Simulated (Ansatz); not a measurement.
**GeSiH6 (SMILES [SiH3][GeH3]) at RPA@PBE0/cc-pVDZ**

Aim: the electronic atomisation energy of GeSiH6 at RPA@PBE0/cc-pVDZ, from 4 runs. 

Program for the calculation: Ansatz 0.2.0.

48 further runs of the same task are left out: 7 that didn't finish, 41 set aside as unsound or not needed. Runs told in other sessions of the task aren't counted.

## 1. Starting point

The species is GeSiH6 (8 atoms), meant as a singlet with charge 0. SMILES: `[SiH3][GeH3]`. The coordinates come from a PBE0-D4/def2-TZVP relaxation.

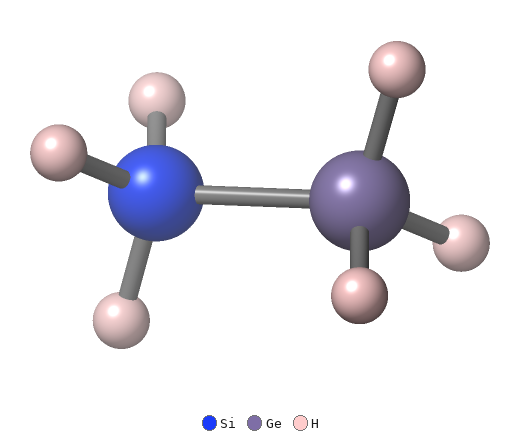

The structure, seen from a chosen angle (silicon blue, germanium purple, hydrogen pink).

## 2. The energy at RPA@PBE0/cc-pVDZ

job.yaml reads:

```yaml
crystal:
  periodic: [false, false, false]
  atoms:
    - {symbol: Si, position_ang: [-0.516700, 0.386500, -1.010200]}
    - {symbol: Ge, position_ang: [0.529700, -0.393800, 0.977400]}
    - {symbol: H, position_ang: [-1.894900, 0.857200, -0.710900]}
    - {symbol: H, position_ang: [-0.590800, -0.708400, -2.013300]}
    - {symbol: H, position_ang: [0.260800, 1.514500, -1.587400]}
    - {symbol: H, position_ang: [0.619100, 0.733600, 2.019400]}
    - {symbol: H, position_ang: [1.954300, -0.890500, 0.679100]}
    - {symbol: H, position_ang: [-0.269300, -1.556200, 1.590100]}
basis:
  gaussian:
    orbitals: cc-pVDZ
hamiltonian:
  xc: {name: PBE0}
correlation:
  method: rpa
  frozen_orbitals: {Ge: 9, H: 0, Si: 5}
accuracy: high
```

Command:

```
$ ansatz run job.yaml --threads 1 --pin off --max-ram 3480MiB --events-out events.jsonl --progress --plain --runs-dir runs
```

The program printed:

```text
Warning: RAYON_NUM_THREADS=1 ignored (pool sized by the plan → 1); use --threads N
Functional definition: PBE0
  name "PBE0"
  parameter a = 0.25
  parameter kappa = 0.804
  parameter beta = 0.06672455060314922
  exchange = (1 - a)*pbe_x(kappa = kappa, mu = beta*pi^2/3) + a*exact_x
  correlation = pbe_c(beta = beta)
1748 factors; integrals over basis functions are off by at most 4.7e-9 eV
mean field evaluation 1: about -64481.4089 eV, gradient 8.3e0 eV
mean field evaluation 2: about -64481.5030 eV, gradient 8.0e0 eV
mean field evaluation 4: about -64481.7307 eV, gradient 8.6e-1 eV
mean field evaluation 8: about -64481.7334 eV, gradient 2.1e-3 eV
mean field evaluation 16: about -64481.7334 eV, gradient 1.5e-7 eV
mean field -64481.73341336 eV, -2369.6599956521 hartree, gradient 4.4e-8 eV, S^2 0.000000; 0 other end points of the search recorded, 0 dependent functions left out
14 core orbitals not correlated: weight in the atoms' cores, before any rotation towards them, 1.000 or more for the frozen orbitals, at most 0.000 for the correlated occupied ones
reference -64429.10689813 eV, -2367.7260068891 hartree; 12, 12 occupied and 49, 49 virtual orbitals, 1748 factors
Total energy: -64440.66191024 eV, -2368.1506457518 hartree
```

Run time: 11 s. Hardware: 1 thread of Arm Neoverse V1, shared host; peak memory 0.24 GiB.

## 3. The Ge atom, same level

molecule.yaml reads:

```yaml
crystal:
  periodic: [false, false, false]
  atoms:
    - symbol: Ge
      position_ang: [0.000000, 0.000000, 0.000000]
basis:
  gaussian:
    orbitals: cc-pVDZ
total_charge: 0
magnetization:
  spin_polarized: true
  initial_magnetization: 2
hamiltonian:
  xc: pbe0
correlation:
  method: rpa
  frozen_orbitals: {Ge: 9}
accuracy: high
```

Run the same way, it converges to -2075.39163 Eh (log not shown).

## 4. The H atom, same level

molecule.yaml reads:

```yaml
basis:
  gaussian:
    orbitals: cc-pVDZ
crystal:
  periodic: [false, false, false]
  atoms:
    - {symbol: H, position_ang: [0.000000, 0.000000, 0.000000]}
magnetization:
  spin_polarized: true
  initial_magnetization: 1
correlation:
  method: rpa
  frozen_orbitals: {H: 0}
hamiltonian:
  xc: {name: PBE0}
accuracy: high
```

Command:

```
$ ansatz run molecule.yaml --threads 1 --pin off --max-ram 3480MiB --events-out events.jsonl --progress --plain --runs-dir runs
```

The program printed:

```text
Warning: RAYON_NUM_THREADS=1 ignored (pool sized by the plan → 1); use --threads N
Functional definition: PBE0
  name "PBE0"
  parameter a = 0.25
  parameter kappa = 0.804
  parameter beta = 0.06672455060314922
  exchange = (1 - a)*pbe_x(kappa = kappa, mu = beta*pi^2/3) + a*exact_x
  correlation = pbe_c(beta = beta)
15 factors; integrals over basis functions are off by at most 4.6e-8 eV
mean field evaluation 1: about -13.6122 eV, gradient 3.3e-1 eV
mean field evaluation 2: about -13.6122 eV, gradient 3.3e-1 eV
mean field evaluation 4: about -13.6136 eV, gradient 4.5e-6 eV
mean field evaluation 8: about -13.6136 eV, gradient 8.9e-11 eV
mean field -13.61357941 eV, -0.5002898156 hartree, gradient 1.3e-10 eV, S^2 0.750000; 0 other end points of the search recorded, 0 dependent functions left out
reference -13.58584160 eV, -0.4992704701 hartree; 1, 0 occupied and 4, 5 virtual orbitals, 15 factors
Total energy: -13.91894927 eV, -0.5115119511 hartree
```

Wall time 0.14 s (1 thread of Arm Neoverse V1, shared host).

## 5. The Si atom

molecule.yaml reads:

```yaml
crystal:
  periodic: [false, false, false]
  atoms:
    - symbol: Si
      position_ang: [0.000000, 0.000000, 0.000000]
basis:
  gaussian: {orbitals: cc-pVDZ}
magnetization: {spin_polarized: true, initial_magnetization: 2}
correlation: {method: rpa, frozen_orbitals: {Si: 5}}
accuracy: high
hamiltonian: {xc: pbe0}
```

Run the same way, it converges to -288.94143 Eh (log not shown).

## 6. Summary of results

Level: RPA@PBE0/cc-pVDZ, 14 core orbitals frozen.

```
                                  quantity           value
                    molecule: total energy  -2368.15065 Eh
molecule: RPA correlation energy (valence)      -424.6 mEh
                     Ge atom: total energy  -2075.39163 Eh
 Ge atom: RPA correlation energy (valence)      -106.4 mEh
Ge atom: ⟨S²⟩ of the reference determinant           2.003
                      H atom: total energy     -0.51151 Eh
            H atom: RPA correlation energy       -12.2 mEh
 H atom: ⟨S²⟩ of the reference determinant           0.750
                     Si atom: total energy   -288.94143 Eh
 Si atom: RPA correlation energy (valence)       -93.7 mEh
Si atom: ⟨S²⟩ of the reference determinant           2.004
             electronic atomisation energy       20.368 eV
```

What this shows: Taking the molecule apart into free atoms costs 20.37 eV (1965 kJ/mol), before zero-point energy and without spin-orbit coupling.
